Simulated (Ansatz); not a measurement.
# C₂H₃NSi: functionals against CCSD(T) at one geometry

The atoms stand at a structure displaced at random from a GFN2-xTB minimum. How far do the functionals agree with CCSD(T) there?

Method: single points in def2-TZVPP; program: Ansatz 0.2.0, Gaussian basis.

Correlated methods freeze the cores.

## 1. Where the work starts

SMILES `CC1=[Si]=N1`, 7 atoms, charge 0, spin multiplicity 1.

Atoms are counted from 1 here; the program's logs count them from 0.

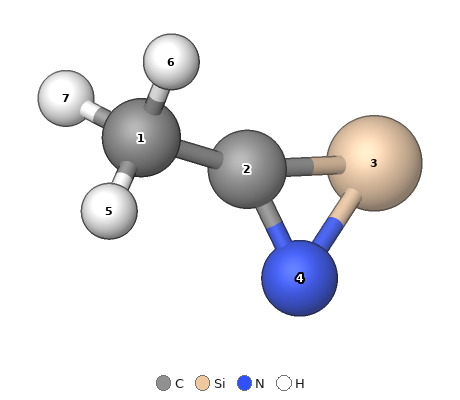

Start geometry, drawn with carbon grey, silicon light orange, nitrogen blue, hydrogen white; atoms are numbered from 1 in the order of the file.

Coordinates:

```
C    -0.2047    0.7928   -0.1268
C     0.0963   -0.6104    0.0282
Si    0.0626   -2.4357   -0.0821
N     0.9484   -1.1581    0.8179
H     0.3848    1.4114    0.4277
H    -0.0835    1.0410   -1.1688
H    -1.2299    0.9757    0.0799
```

## 2. CCSD(T)/def2-TZVPP

File run/in.yaml:

```yaml
crystal:
  periodic: [false, false, false]
  atoms:
    - {symbol: C, position_ang: [-0.204700, 0.792800, -0.126800]}
    - {symbol: C, position_ang: [0.096300, -0.610400, 0.028200]}
    - {symbol: Si, position_ang: [0.062600, -2.435700, -0.082100]}
    - {symbol: N, position_ang: [0.948400, -1.158100, 0.817900]}
    - {symbol: H, position_ang: [0.384800, 1.411400, 0.427700]}
    - {symbol: H, position_ang: [-0.083500, 1.041000, -1.168800]}
    - {symbol: H, position_ang: [-1.229900, 0.975700, 0.079900]}
basis:
  gaussian: {orbitals: def2-TZVPP}
correlation: {method: ccsd_t}
output: {forces: true}
```

No record of the launch command was kept for these runs.

What it wrote (excerpt; [...] marks lines left out):

```text
Functional definition: HF
  name "HF"
  cite "Fock, Z. Phys. 61, 126 (1930) doi:10.1007/BF01340294"
  parent pbe
[...]
1048 factors; integrals over basis functions are off by at most 1.3e-3 eV
[...]
mean field -11452.07918572 eV, -420.8561475771 hartree, gradient 2.8e-6 eV, S^2 0.000000; 1 other end points of the search recorded, 0 dependent functions left out
8 core orbitals not correlated: weight in the atoms' cores, before any rotation towards them, 1.000 or more for the frozen orbitals, at most 0.000 for the correlated occupied ones
reference -11452.07918572 eV, -420.8561475771 hartree; 10, 10 occupied and 159, 159 virtual orbitals, 1048 factors
second order -16.67316663 eV of doubles, -0.00000000 eV of singles
cycle   1  -16.69413334 eV  change   -2.1e-2 eV  update   1.1e-1
[...]
cycle  13  -17.31347631 eV  change   -4.0e-6 eV  update   2.6e-6
perturbative correction -0.89741504 eV, -0.0329793943 hartree
[...]
working
Total energy: -11470.29007707 eV, -421.5253854904 hartree
Atom 0 at    -0.204700     0.792800    -0.126800 Å, force    -1.190248    -0.488841    -2.055084 eV/Å
Atom 1 at     0.096300    -0.610400     0.028200 Å, force    -0.281236    -1.314810     0.016898 eV/Å
Atom 2 at     0.062600    -2.435700    -0.082100 Å, force    -0.135642     0.184435    -0.186163 eV/Å
Atom 3 at     0.948400    -1.158100     0.817900 Å, force     0.863331    -0.365438     0.733179 eV/Å
Atom 4 at     0.384800     1.411400     0.427700 Å, force     1.780063     1.617409     1.774746 eV/Å
Atom 5 at    -0.083500     1.041000    -1.168800 Å, force     0.050147     0.221603    -0.577040 eV/Å
Atom 6 at    -1.229900     0.975700     0.079900 Å, force    -1.086414     0.145643     0.293463 eV/Å
Dipole moment:    -0.277239     0.166218    -0.246872 e Å
```

Run time: 94 s. Hardware: 4 threads, shared host; peak memory 3.1 GiB.

## 3. PBE0-D4/def2-TZVPP

run/in.yaml, as its differences from that of step 2:

```diff
@@ -12,3 +12,3 @@
   gaussian: {orbitals: def2-TZVPP}
-correlation: {method: ccsd_t}
-output: {forces: true}
+hamiltonian: {xc: pbe0, dispersion: d4}
+output: {forces: true, orbitals: {seedname: orbitals}}
```

What it wrote (excerpt; [...] marks lines left out):

```text
Functional definition: PBE0
  name "PBE0"
  cite "Adamo & Barone, J. Chem. Phys. 110, 6158 (1999) doi:10.1063/1.478522"
  cite "Perdew, Burke & Ernzerhof, Phys. Rev. Lett. 77, 3865 (1996) doi:10.1103/PhysRevLett.77.3865"
[... 1 set-up line as earlier in the session ...]
[...]
983 factors; their error is unknown
[...]
mean field -11482.37481479 eV, -421.9694914102 hartree, gradient 5.7e-5 eV, S^2 0.000000; 0 other end points of the search recorded, 0 dependent functions left out
[...]
reference -11482.37484133 eV, -421.9694923855 hartree; 18, 18 occupied and 159, 159 virtual orbitals, 983 factors
Total energy: -11482.49660926 eV, -421.9739672745 hartree
Atom 0 at    -0.204700     0.792800    -0.126800 Å, force    -1.065551    -0.950935    -1.983230 eV/Å
Atom 1 at     0.096300    -0.610400     0.028200 Å, force     0.076979    -1.349547     0.389230 eV/Å
Atom 2 at     0.062600    -2.435700    -0.082100 Å, force     0.051269     0.626979     0.009073 eV/Å
Atom 3 at     0.948400    -1.158100     0.817900 Å, force     0.226890    -0.352955     0.120970 eV/Å
Atom 4 at     0.384800     1.411400     0.427700 Å, force     1.781108     1.643775     1.776052 eV/Å
Atom 5 at    -0.083500     1.041000    -1.168800 Å, force     0.026976     0.227219    -0.579919 eV/Å
Atom 6 at    -1.229900     0.975700     0.079900 Å, force    -1.097671     0.155464     0.267826 eV/Å
Dipole moment:    -0.284704     0.192135    -0.252928 e Å
```

Wall time 1.6 s (4 threads, shared host); peak memory 0.35 GiB.

## 4. wB97M-V/def2-TZVPP

run/in.yaml, as its differences from that of step 3:

```diff
@@ -12,3 +12,3 @@
   gaussian: {orbitals: def2-TZVPP}
-hamiltonian: {xc: pbe0, dispersion: d4}
-output: {forces: true, orbitals: {seedname: orbitals}}
+hamiltonian: {xc: {name: wB97M-V}}
+output: {forces: true}
```

The log in run was not kept; the run's report gives a total energy of -11488.300319 eV.

Run time: 4.3 s. Hardware: 4 threads, shared host; peak memory 0.45 GiB.

## 5. r2SCAN-D4/def2-TZVPP

run/in.yaml, as its differences from that of step 4:

```diff
@@ -12,3 +12,3 @@
   gaussian: {orbitals: def2-TZVPP}
-hamiltonian: {xc: {name: wB97M-V}}
+hamiltonian: {xc: r2scan, dispersion: d4}
 output: {forces: true}
```

The log in run was not kept; the run's report gives a total energy of -11487.146674 eV.

Run time: 2.4 s. Hardware: 4 threads, shared host; peak memory 0.21 GiB.

## 6. PBE-D4/def2-TZVPP

run/in.yaml, as its differences from that of step 5:

```diff
@@ -12,3 +12,3 @@
   gaussian: {orbitals: def2-TZVPP}
-hamiltonian: {xc: r2scan, dispersion: d4}
+hamiltonian: {xc: pbe, dispersion: d4}
 output: {forces: true}
```

The log in run was not kept; the run's report gives a total energy of -11481.660296 eV.

It took 1.1 s on 4 threads, shared host; peak memory 0.18 GiB.

## 7. HSE06-D4/def2-TZVPP

run/in.yaml, as its differences from that of step 6:

```diff
@@ -12,3 +12,3 @@
   gaussian: {orbitals: def2-TZVPP}
-hamiltonian: {xc: pbe, dispersion: d4}
+hamiltonian: {xc: hse06, dispersion: d4}
 output: {forces: true}
```

The log in run was not kept; the run's report gives a total energy of -11482.121356 eV.

Run time: 1.7 s. Hardware: 4 threads, shared host; peak memory 0.37 GiB.

## 8. LC-wPBE/def2-TZVPP

run/in.yaml, as its differences from that of step 7:

```diff
@@ -12,3 +12,3 @@
   gaussian: {orbitals: def2-TZVPP}
-hamiltonian: {xc: hse06, dispersion: d4}
+hamiltonian: {xc: {name: LC-wPBE}}
 output: {forces: true}
```

The log in run was not kept; the run's report gives a total energy of -11484.652012 eV.

It took 1.4 s on 4 threads, shared host; peak memory 0.24 GiB.

## 9. The levels compared

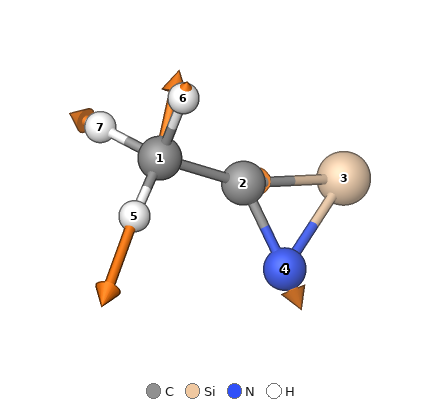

Forces at CCSD(T); the longest arrow is 2.99 eV/Å.

```tsv
method	RMS force component (eV/Å)	RMS error against CCSD(T) (eV/Å)	angle to CCSD(T) forces (°)	dipole (D)
CCSD(T)	0.971	reference	reference	1.95
PBE0-D4	0.958	0.272	16.2	2.05
wB97M-V	0.951	0.277	16.6	2.02
r2SCAN-D4	0.936	0.172	10.2	2.10
PBE-D4	1.007	0.199	11.3	2.03
HSE06-D4	0.956	0.265	15.8	2.05
LC-wPBE	1.031	0.449	25.7	2.10
```

Energy less the free neutral atoms in their ground states at the same level (atoms from separate runs):

Differences are taken before rounding.

```tsv
method	rung	energy less atoms (kJ/mol)	from CCSD(T) (kJ/mol)
PBE-D4	GGA	-2881.3	-202.6
r2SCAN-D4	meta-GGA	-2775.0	-96.3
PBE0-D4	hybrid	-2800.9	-122.2
HSE06-D4	screened hybrid	-2803.9	-125.2
LC-wPBE	range-separated hybrid	-2766.5	-87.8
wB97M-V	range-separated hybrid	-2801.5	-122.8
Hartree-Fock	wavefunction	-1885.6	+793.1
MP2	wavefunction	-2750.9	-72.3
CCSD	wavefunction	-2615.2	+63.5
CCSD(T)	wavefunction	-2678.7	0
```

What each level took, beside its miss in the forces (shared host):

```tsv
method	time	RMS force error (eV/Å)
CCSD(T)	94 s	0
PBE0-D4	1.6 s	0.272
wB97M-V	4.3 s	0.277
r2SCAN-D4	2.4 s	0.172
PBE-D4	1.1 s	0.199
HSE06-D4	1.7 s	0.265
LC-wPBE	1.4 s	0.449
```

## 10. Outcome

```
                                  quantity                                                                                            value
energy less free atoms, CCSD(T)/def2-TZVPP                                                                                   -2678.7 kJ/mol
                       RMS force component                                                             0.936 to 1.031 eV/Å over the methods
                           RMS force error  PBE0-D4 0.272, wB97M-V 0.277, r2SCAN-D4 0.172, PBE-D4 0.199, HSE06-D4 0.265, LC-wPBE 0.449 eV/Å
                    HOMO and LUMO, PBE0-D4                                                                               -6.37 and -1.95 eV
                             T1 diagnostic                                                                                            0.016
```

What this shows: Against CCSD(T) the functionals' energies less atoms differ by -202.6 to -87.8 kJ/mol, PBE-D4 by -202.6 kJ/mol. The reference is not at the basis limit: in triple zeta CCSD(T) underbinds, which counts against methods that bind more; the gaps are no ranking. On forces the order runs from r2SCAN-D4 to LC-wPBE. Frozen-core CCSD(T) forces in triple zeta carry basis errors of their own, and this is one geometry, so small gaps rank nothing.
